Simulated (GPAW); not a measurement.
**Near-edge structure at the O K edge of MnO2 (Pyrolusite, P4_2/mnm)**

How does the O K edge of MnO2 (Pyrolusite, P4_2/mnm) move when the bonds are compressed or stretched?

Main program and level: GPAW 26.7.0; X-ray absorption from dipole matrix elements to empty bands, plane-wave PAW LDA.

## Step 1: The structure

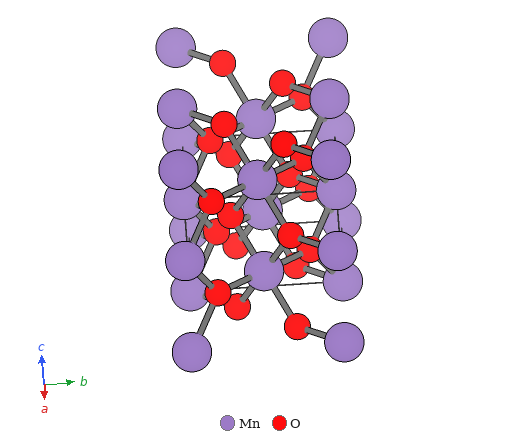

The cell as given, slightly off an axis (manganese light purple, oxygen red). 2×1×2 cells are drawn. Some periodic images of atoms are drawn too.

Structure file:

```
Mn O
1.0
     4.39830    0.00000    0.00000
     0.00000    4.39830    0.00000
     0.00000    0.00000    2.87300
Mn O
2 4
Direct
  0.50000 0.50000 0.50000
  0.00000 0.00000 0.00000
  0.80515 0.19485 0.50000
  0.69485 0.69485 0.00000
  0.19485 0.80515 0.50000
  0.30515 0.30515 0.00000
```

## Step 2: Ground state of the crystal

The ground state comes first: it tells whether the system has a gap, which decides how the excited electron is treated.

Contents of scf.py:

```python
import numpy as np
from ase import Atoms
from ase.parallel import parprint, paropen
from gpaw import GPAW, PW, FermiDirac, Mixer, MixerDif, setup_paths
from gpaw.test import gen
setup_paths.insert(0, '.')
gen('O', name='nch1s', xcname='LDA', corehole=(1, 0, 0), write_xml=True)
from gpaw.mpi import world
world.barrier()

atoms = Atoms('Mn2O4',
    cell=[[4.3983, 0, 0],
     [0, 4.3983, 0],
     [0, 0, 2.873]],
    scaled_positions=[[0.5, 0.5, 0.5],
     [0, 0, 0],
     [0.80515, 0.19485, 0.5],
     [0.69485, 0.69485, 0],
     [0.19485, 0.80515, 0.5],
     [0.30515, 0.30515, 0]],
    magmoms=[4.0, -4.0, 0.0, 0.0, 0.0, 0.0],
    pbc=True)
atoms.calc = calc = GPAW(legacy_gpaw=True, mode=PW(500), xc='LDA', setups={2: 'nch1s'},
    kpts={'size': (6, 6, 9), 'gamma': True}, occupations=FermiDirac(0.05),
    charge=0, mixer=MixerDif(0.05, 8, 50), maxiter=150,
    convergence={'density': 0.0001}, txt='scf.txt')
energy = atoms.get_potential_energy() + calc.get_reference_energy()
ef = calc.get_fermi_level()
out = dict(energy=energy, fermi=ef, forces=atoms.get_forces().tolist(), magmoms=atoms.get_magnetic_moments().tolist())
parprint(f'all-electron energy {energy:.4f} eV, Fermi level {ef:.4f} eV')
ev = np.array([[calc.get_eigenvalues(k, s) for k in range(len(calc.get_ibz_k_points()))] for s in range(calc.get_number_of_spins())])
out['homo'], out['lumo'], out['counts'] = ev[ev < ef].max(), ev[ev > ef].min(), sorted(set((ev < ef).sum((0, 2)).tolist()))
out['filled'] = (ev[:, 0] < ef).sum(1).tolist()
import json
with paropen('out.json', 'w') as f:
    json.dump(out, f)
```

Run with:

```sh
$ OMP_NUM_THREADS=1 mpirun -n 2 gpaw python scf.py
```

Numbers of over 12 decimals in the logs are rounded to 6 here.

The program printed:

```text
Input parameters:
  convergence: {density: 0.0001}
  kpts: {gamma: True,
         size: (6, 6, 9)}
  maxiter: 150
  mixer: {backend: pulay,
          beta: 0.05,
          method: difference,
          nmaxold: 8,
          weight: 50}
  mode: {ecut: 500.0,
         name: pw}
  occupations: {fixmagmom: False,
                name: fermi-dirac,
                width: 0.05}
  setups: {2: nch1s}

Initialize ...

[... PAW data sets ...]

Reference energy: -71022.576221  # eV

Spin-polarized calculation.
Initial magnetic moment: 0.000000

[... convergence settings ...]
Symmetries present (total): 4
  [... symmetry matrices ...]

324 k-points: 6 x 6 x 9 Monkhorst-Pack grid + [1/12,1/12,0.000000]
65 k-points in the irreducible part of the Brillouin zone
       k-points in crystal coordinates                weights
   0:     0.00000000    0.00000000    0.00000000          1/324
   1:     0.00000000    0.00000000    0.11111111          2/324
   2:     0.00000000    0.00000000    0.22222222          2/324
   3:     0.00000000    0.00000000    0.33333333          2/324
   4:     0.00000000    0.00000000    0.44444444          2/324
   5:     0.16666667   -0.16666667    0.00000000          2/324
   6:     0.16666667   -0.16666667    0.11111111          4/324
   7:     0.16666667   -0.16666667    0.22222222          4/324
   8:     0.16666667   -0.16666667    0.33333333          4/324
   9:     0.16666667   -0.16666667    0.44444444          4/324
          ...
  64:     0.50000000    0.50000000    0.44444444          2/324

Wave functions: Plane wave expansion
  Cutoff energy: 500.000 eV
  Number of coefficients (min, max): 1388, 1440
  Pulay-stress correction: 0.000000 eV/Ang^3 (de/decut=0.000000)
  Using FFTW library
  Wavefunction extrapolation:
    Improved wavefunction reuse through dual PAW basis

Occupation numbers: Fermi-Dirac:
  width: 0.0500  # eV

Eigensolver
   Davidson(niter=2)

Densities:
  Coarse grid: 24*24*15 grid
  Fine grid: 48*48*30 grid
  Total Charge: 0.000000

Density mixing:
  Method: difference
  Backend: pulay
  Linear mixing parameter: 0.05
  old densities: 8
  Width of damping distribution: 1.1
  Damping of long wavelength oscillations: 50

[... Hamiltonian set-up ...]
Number of atoms: 6
Number of atomic orbitals: 42
Number of bands in calculation: 37
Number of valence electrons: 54
Bands to converge: occupied

... initialized

Initializing position-dependent things.

Density initialized from atomic densities
Creating initial wave functions:
  37 bands from LCAO basis set

Positions:
   0 Mn     2.199150    2.199150    1.436500    ( 0.0000,  0.0000,  4.0000)
   1 Mn     0.000000    0.000000    0.000000    ( 0.0000,  0.0000, -4.0000)
   2 O      3.541291    0.857009    1.436500    ( 0.0000,  0.0000,  0.0000)
   3 O      3.056159    3.056159    0.000000    ( 0.0000,  0.0000,  0.0000)
   4 O      0.857009    3.541291    1.436500    ( 0.0000,  0.0000,  0.0000)
   5 O      1.342141    1.342141    0.000000    ( 0.0000,  0.0000,  0.0000)

Unit cell:
           periodic     x           y           z      points  spacing
  1. axis:    yes    4.398300    0.000000    0.000000    24     0.1833
  2. axis:    yes    0.000000    4.398300    0.000000    24     0.1833
  3. axis:    yes    0.000000    0.000000    2.873000    15     0.1915

  Lengths:   4.398300   4.398300   2.873000
  Angles:   90.000000  90.000000  90.000000

Effective grid spacing dv^(1/3) = 0.1860

iter:   1   -58.503424                   -0.0000
iter:   2   -56.938617   -1.06  -1.09    -0.0000
iter:   3   -54.247871   -0.86  -1.16    -0.0000
iter:   4   -54.133554   -2.68  -1.56    -0.0000
iter:   5   -55.184184   -1.27  -1.55    -0.0000
iter:   6   -54.139238   -1.94  -1.43    -0.0000
iter:   7   -54.027022   -1.72  -1.94    +0.0001
iter:   8   -53.892346   -2.51  -1.94    +0.0001
iter:   9   -53.891422   -3.85  -2.77    -0.0003
iter:  10   -53.890660c  -4.62  -2.69    -0.0005
iter:  11   -53.894020c  -4.11  -2.82    -0.0006
iter:  12   -53.895699c  -4.87  -3.71    +0.0000
iter:  13   -53.895961c  -5.24  -3.24    +0.0003
iter:  14   -53.896002c  -5.91  -3.06    +0.0004
iter:  15   -53.895683c  -5.41  -2.99    +0.0004
iter:  16   -53.895552c  -5.87  -3.14    +0.0004
[...]
iter:  20   -53.895685c  -7.26  -3.34    +0.0001
iter:  21   -53.895667c  -6.99  -3.33    +0.0002
iter:  22   -53.895693c  -5.13  -3.41    +0.0002
iter:  23   -53.895655c  -6.77  -4.26c   +0.0002
iter:  24   -53.895656c  -7.78c -4.02c   +0.0004

Converged after 24 iterations.

Dipole moment: (0.000000, -0.000000, 0.000000) |e|*Ang

Total magnetic moment: (0.000000, 0.000000, 0.000362)
Local magnetic moments:
   0 Mn ( 0.000000,  0.000000,  2.342978)
   1 Mn ( 0.000000,  0.000000, -2.343537)
   2 O  ( 0.000000,  0.000000, -0.033894)
   3 O  ( 0.000000,  0.000000,  0.034233)
   4 O  ( 0.000000,  0.000000, -0.033894)
   5 O  ( 0.000000,  0.000000,  0.034233)

Energy contributions relative to reference atoms: (reference = -71022.576221)

Kinetic:        +17.161313
Potential:      -22.146630
External:        +0.000000
XC:             -49.060298
Entropy (-ST):   -0.014583
Local:           +0.157250
SIC:             +0.000000
--------------------------
Free energy:    -53.902947
Extrapolated:   -53.895656

Spin contamination: 2.570572 electrons
Showing only first 2 kpts
                      Up                     Down
 Kpt  Band  Eigenvalues  Occupancy  Eigenvalues  Occupancy
  0    25      4.75853    1.00000      4.75900    1.00000
  0    26      5.45470    0.99998      5.45549    0.99998
  0    27      5.61498    0.99947      5.61449    0.99948
  0    28      6.10829    0.08939      6.10757    0.09058

  1    25      5.09831    1.00000      5.09889    1.00000
  1    26      5.26827    1.00000      5.26905    1.00000
  1    27      5.78497    0.98441      5.78457    0.98453
  1    28      6.44955    0.00011      6.44909    0.00011

Fermi level: 5.99224

No gap
No difference between direct/indirect transitions

Forces in eV/Ang:
  0 Mn   -0.00000    0.00000    0.00000
  1 Mn    0.00000   -0.00000    0.00000
  2 O    -0.04895    0.04895    0.00000
  3 O     0.04896    0.04896    0.00000
  4 O     0.04895   -0.04895    0.00000
  5 O    -0.04896   -0.04896    0.00000
Scalar-relativistic atomic LDA calculation for O (Oxygen, Z=8)
Core hole in 1s state (1s occupation: 2.0)
300 radial gridpoints.
|------------------------------------------------|
|------------------------------------------------|
[... the atom generator's iteration count ...]

Energy contributions:
-------------------------
Kinetic:      +74.266897
XC:            -7.772280
Potential:   -141.018865
-------------------------
Total:        -74.524248

state      eigenvalue         ekin         rmax
-----------------------------------------------
1s^2.0 :   -18.772897    28.821965        0.130
2s^2.0 :    -0.872866     3.204810        0.874
2p^4.0 :    -0.337925     2.553337        0.813
-----------------------------------------------
(units: Bohr and Hartree)

Generating PAW setup
Kinetic energy of the core from tauc = 57.689706
Cutoffs:
rc(s)=1.300
rc(p)=1.130
rc(d)=1.170
rc(vbar)=1.300
rc(comp)=1.260
rc(nct)=1.300

Kinetic energy of the core states: 57.643930
Charge: 0.0
Core electrons: 2.0
Valence electrons: 6.0
Pseudo-core charge: 0.000776
Shape function alpha=6.299
Pseudo-electron charge 5.666261
state    eigenvalue         norm
--------------------------------
2s(2) :    -0.872866     1.079797
*s    :     0.127134
2p(4) :    -0.337925     0.876472
*p    :     0.662075
*d    :     0.000000
--------------------------------

Diagonalizing with gridspacing h=0.050

state   all-electron     PAW
-------------------------------
2s:      -0.872866    -0.873954
2p:      -0.337925    -0.341740
*d:                    0.050276
*f:                    0.077289
-------------------------------
all-electron energy -71076.4719 eV, Fermi level 5.9922 eV
```

Elapsed: 1.8 min, on 2 MPI ranks of Arm Neoverse V1, shared host; peak memory 0.29 GiB.

The mesh shows no gap, so the system is treated as a metal and the core electron is put at the Fermi level (neutral cell).

Site moments (μB): 2.34, -2.34, -0.03, 0.03, -0.03, 0.03.

## Step 3: Reference energy of the supercell

The photon energy needs a difference of total energies, so the cell and mesh of the coming hole run are first run without a hole.

Changes to scf.py since step 2:

```diff
@@ -10,16 +10,22 @@
 
-atoms = Atoms('Mn2O4',
-    cell=[[4.3983, 0, 0],
-     [0, 4.3983, 0],
-     [0, 0, 2.873]],
-    scaled_positions=[[0.5, 0.5, 0.5],
+atoms = Atoms('Mn4O8',
+    cell=[[4.3983, 0, 2.873],
+     [0, 4.3983, 2.873],
+     [-4.3983, 0, 2.873]],
+    scaled_positions=[[0.25, 0.5, 0.75],
+     [0.75, 0.5, 0.25],
      [0, 0, 0],
-     [0.80515, 0.19485, 0.5],
-     [0.69485, 0.69485, 0],
-     [0.19485, 0.80515, 0.5],
-     [0.30515, 0.30515, 0]],
-    magmoms=[4.0, -4.0, 0.0, 0.0, 0.0, 0.0],
+     [0.5, 0, 0.5],
+     [0.55515, 0.19485, 0.75],
+     [0.05515, 0.19485, 0.25],
+     [0, 0.69485, 0.30515],
+     [0.5, 0.69485, 0.80515],
+     [0.94485, 0.80515, 0.75],
+     [0.44485, 0.80515, 0.25],
+     [0, 0.30515, 0.69485],
+     [0.5, 0.30515, 0.19485]],
+    magmoms=[4.0, 4.0, -4.0, -4.0, 0.0, 0.0, 0.0, 0.0, 0.0, 0.0, 0.0, 0.0],
     pbc=True)
-atoms.calc = calc = GPAW(legacy_gpaw=True, mode=PW(500), xc='LDA', setups={2: 'nch1s'},
-    kpts={'size': (6, 6, 9), 'gamma': True}, occupations=FermiDirac(0.05),
+atoms.calc = calc = GPAW(legacy_gpaw=True, mode=PW(500), xc='LDA', setups={4: 'nch1s'},
+    kpts={'size': (4, 4, 4), 'gamma': True}, occupations=FermiDirac(0.1),
     charge=0, mixer=MixerDif(0.05, 8, 50), maxiter=150,
```

The program printed:

```text
Input parameters:
  convergence: {density: 0.0001}
  kpts: {gamma: True,
         size: (4, 4, 4)}
  maxiter: 150
  mixer: {backend: pulay,
          beta: 0.05,
          method: difference,
          nmaxold: 8,
          weight: 50}
  mode: {ecut: 500.0,
         name: pw}
  occupations: {fixmagmom: False,
                name: fermi-dirac,
                width: 0.1}
  setups: {4: nch1s}

Initialize ...

[...]
2s(2) :    -0.872866     1.079797
*s    :     0.127134
2p(4) :    -0.337925     0.876472
*p    :     0.662075
*d    :     0.000000
--------------------------------

Diagonalizing with gridspacing h=0.050

state   all-electron     PAW
-------------------------------
2s:      -0.872866    -0.873954
2p:      -0.337925    -0.341740
*d:                    0.050276
*f:                    0.077289
-------------------------------
all-electron energy -142152.9713 eV, Fermi level 6.0052 eV
[key lines of the parts left out:]
Converged after 24 iterations.
Dipole moment: (-0.000002, -0.000000, -0.000002) |e|*Ang
Free energy:   -107.879546
Fermi level: 6.00518
```

It took 3.8 min on 2 MPI ranks; peak memory 0.45 GiB; 7.6 min of CPU time.

Reference energy: -142152.971 eV with the cores included.

(Part 1 of 3 ends here.)

[Banner, clock and machine lines of the logs are left out without a mark of their own.]

[Logs are printed without paths, hosts, clocks, repeated set-up lines and the standing remarks that a program may print on its own settings, such as how far it seeks lower states.]

[Hosts, paths, dates, database ids (printed as entryN), source tags and the programs' standing remarks are cut or masked in the printed files.]

[Lists of maxima count a maximum above −3 eV only where it reaches 4 % of the highest in the window and stands out from its surroundings by 2 % of it (1.5 % where it reaches 55 %); shoulders and weaker maxima are passed over, and of the rest the first, up to two pre-edge ones and the few strongest are named.]
